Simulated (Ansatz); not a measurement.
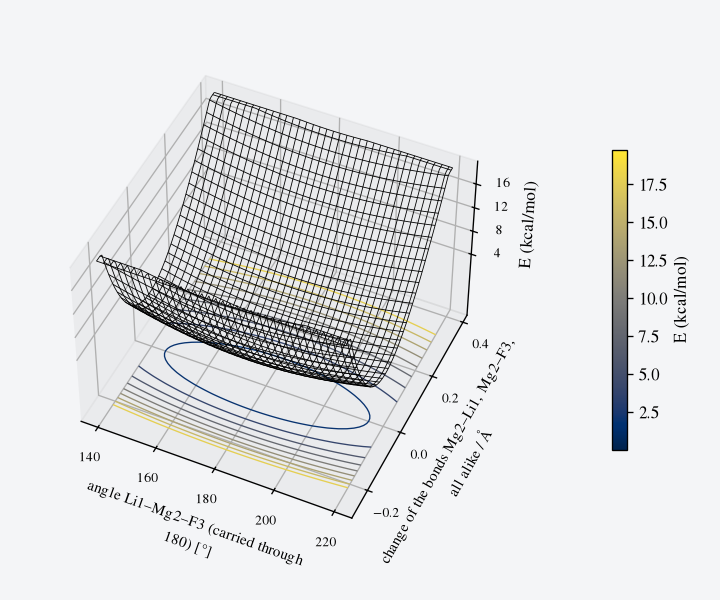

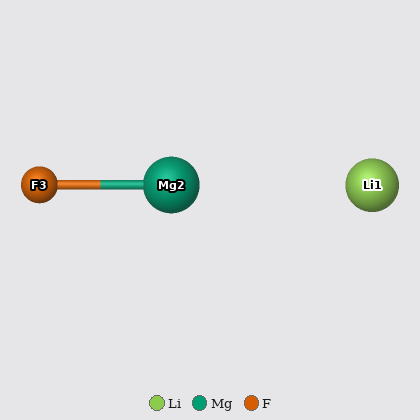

Energy landscape of FLiMg. Coordinates scanned: (1) angle Li1–Mg2–F3 (carried through 180); (2) change of the bonds Mg2–Li1, Mg2–F3, all alike. Nothing is relaxed (all other coordinates rigid). Grid: 15 × 15 points; 120 points were computed and 105 follow by symmetry. Points are written as (first, second). Energies: kcal/mol, counted from the relaxed molecule at the same level. The calculation used RKS SPW92 (LDA)/def2-TZVP in Ansatz 0.2.0.

The picture shows a relief with its contours projected below, any walls above the top of the colour scale cut off. Between grid points the surface is interpolated. The second picture is the structure at the lowest point.

Summarise what can be read from the map.

The lowest grid point is at (180.0°, 0.022 Å), 0.11 kcal/mol from the relaxed molecule at the same level. It is the only kind of minimum in the scanned range. The highest grid point, (140.0°, −0.247 Å), lies 24.8 kcal/mol above the lowest. Round the minimum the two coordinates are nearly uncoupled.

Grid values (kcal/mol):

| second ↓, first → | 140.0 | 145.7 | 151.4 | 157.1 | 162.9 | 168.6 | 174.3 | 180.0 | 185.7 | 191.4 | 197.1 | 202.9 | 208.6 | 214.3 | 220.0 |
| --- | --- | --- | --- | --- | --- | --- | --- | --- | --- | --- | --- | --- | --- | --- | --- |
| 0.381 | 21.6 | 21.1 | 20.7 | 20.3 | 20.0 | 19.8 | 19.6 | 19.6 | 19.6 | 19.8 | 20.0 | 20.3 | 20.7 | 21.1 | 21.6 |
| 0.336 | 18.3 | 17.7 | 17.3 | 16.9 | 16.6 | 16.3 | 16.2 | 16.2 | 16.2 | 16.3 | 16.6 | 16.9 | 17.3 | 17.7 | 18.3 |
| 0.292 | 15.1 | 14.6 | 14.1 | 13.7 | 13.4 | 13.1 | 13.0 | 12.9 | 13.0 | 13.1 | 13.4 | 13.7 | 14.1 | 14.6 | 15.1 |
| 0.247 | 12.1 | 11.5 | 11.0 | 10.6 | 10.3 | 10.1 | 9.9 | 9.9 | 9.9 | 10.1 | 10.3 | 10.6 | 11.0 | 11.5 | 12.1 |
| 0.202 | 9.3 | 8.8 | 8.3 | 7.8 | 7.5 | 7.2 | 7.1 | 7.0 | 7.1 | 7.2 | 7.5 | 7.8 | 8.3 | 8.8 | 9.3 |
| 0.157 | 6.9 | 6.3 | 5.8 | 5.3 | 5.0 | 4.7 | 4.6 | 4.5 | 4.6 | 4.7 | 5.0 | 5.3 | 5.8 | 6.3 | 6.9 |
| 0.112 | 4.9 | 4.3 | 3.8 | 3.3 | 2.9 | 2.7 | 2.5 | 2.5 | 2.5 | 2.7 | 2.9 | 3.3 | 3.8 | 4.3 | 4.9 |
| 0.067 | 3.4 | 2.8 | 2.3 | 1.8 | 1.4 | 1.2 | 1.0 | 0.9 | 1.0 | 1.2 | 1.4 | 1.8 | 2.3 | 2.8 | 3.4 |
| 0.022 | 2.6 | 2.0 | 1.4 | 1.0 | 0.6 | 0.3 | 0.2 | 0.1 | 0.2 | 0.3 | 0.6 | 1.0 | 1.4 | 2.0 | 2.6 |
| −0.022 | 2.7 | 2.0 | 1.5 | 1.0 | 0.6 | 0.3 | 0.2 | 0.1 | 0.2 | 0.3 | 0.6 | 1.0 | 1.5 | 2.0 | 2.7 |
| −0.067 | 3.8 | 3.1 | 2.6 | 2.1 | 1.7 | 1.4 | 1.2 | 1.2 | 1.2 | 1.4 | 1.7 | 2.1 | 2.6 | 3.1 | 3.8 |
| −0.112 | 6.2 | 5.5 | 4.9 | 4.5 | 4.1 | 3.8 | 3.6 | 3.6 | 3.6 | 3.8 | 4.1 | 4.5 | 4.9 | 5.5 | 6.2 |
| −0.157 | 10.2 | 9.6 | 9.0 | 8.5 | 8.1 | 7.8 | 7.6 | 7.6 | 7.6 | 7.8 | 8.1 | 8.5 | 9.0 | 9.6 | 10.2 |
| −0.202 | 16.3 | 15.6 | 15.1 | 14.6 | 14.2 | 13.9 | 13.7 | 13.7 | 13.7 | 13.9 | 14.2 | 14.6 | 15.1 | 15.6 | 16.3 |
| −0.247 | 24.9 | 24.3 | 23.7 | 23.2 | 22.8 | 22.5 | 22.3 | 22.3 | 22.3 | 22.5 | 22.8 | 23.2 | 23.7 | 24.3 | 24.9 |

Each point was launched as `ansatz run input.yaml --threads 1 --pin off --max-ram 2560MiB --backend cpu --events-out ev --progress --plain --runs-dir out`. The whole map (120 points run) took 100 s on 1 thread of Arm Neoverse V1 (shared host).
